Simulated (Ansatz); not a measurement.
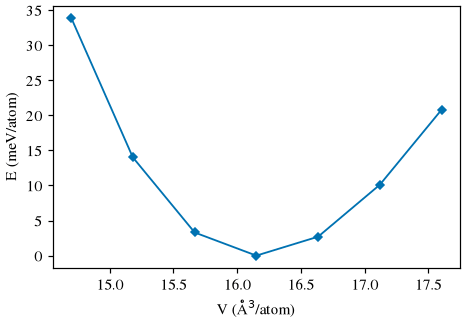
Figure: Mg$_{2}$Rh (MoSi2 or CaC2 type, space group No. 139) under volume change, plane-wave PAW LDA (Ansatz code), shape and atoms relaxed at each volume.

Question: What does a third-order Birch–Murnaghan fit give for V₀, B₀ and B′?

Answer: V₀ = 16.16 Å³/atom, B₀ = 64.1 GPa, B′ = 6.9.

Space group I4/mmm (MoSi2 or CaC2 type). The workflow started from a Materials Project entry (that database holds measured and hypothetical structures alike); the Crystallography Open Database copy checked does not list it. Whether it is the stable phase at ambient conditions was not checked. The cell was relaxed with LDA under the symmetry of its start; whether a distortion lowers the energy is not shown. No spin polarisation was allowed.

Potentials: the later of the program's two PAW sets.
